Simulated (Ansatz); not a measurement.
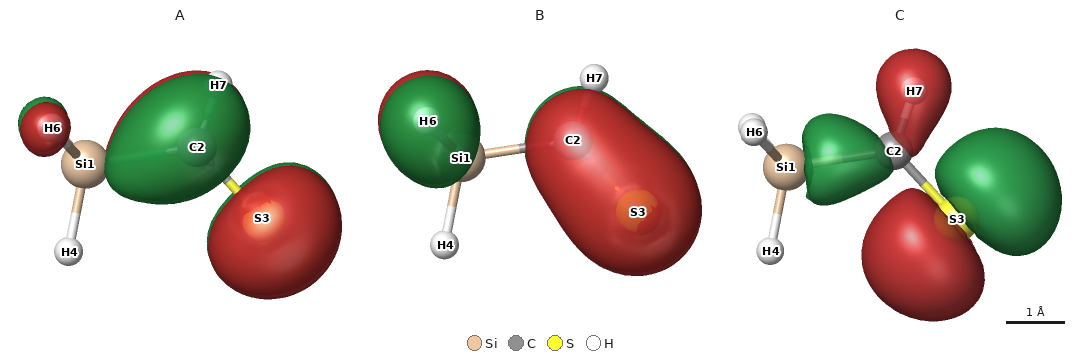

CH$_{4}$SSi. Three frontier orbitals at ±0.1 Å⁻³ᐟ² (green and red are the two phases), in no order.

Geometry: PBE0-D4/def2-TZVP.

Method: Ansatz, RKS PBE0-D4/def2-TZVPP.

| atom | x (Å) | y (Å) | z (Å) |
| --- | --- | --- | --- |
| Si | -0.6899 | 0.2782 | -0.2724 |
| C | 0.9885 | -0.3072 | 0.3416 |
| S | 1.3046 | -1.8241 | 0.7814 |
| H | -1.6387 | -0.8576 | -0.2816 |
| H | -0.5254 | 0.8445 | -1.6388 |
| H | -1.1712 | 1.3650 | 0.6231 |
| H | 1.7933 | 0.4331 | 0.4011 |

Order the three orbitals by energy and name them.

B is the HOMO−1 (−9.00 eV). Its weight (Hirshfeld) is mainly on S3 (about 50 %), C2 (about 25 %), Si1 (about 10 %), H5 (about 5 %) and H6 (about 5 %); π-bonding across S3–C2. C is the HOMO (−6.49 eV). It lies mainly on S3 (about 75 %), C2 (about 10 %) and Si1 (about 5 %); largely a lone pair of S3. A is the LUMO (−2.80 eV). It lies mainly on S3 (about 45 %) and C2 (about 35 %); π-antibonding (π*) across S3–C2.

What is the HOMO–LUMO gap?

3.69 eV between the orbital energies.
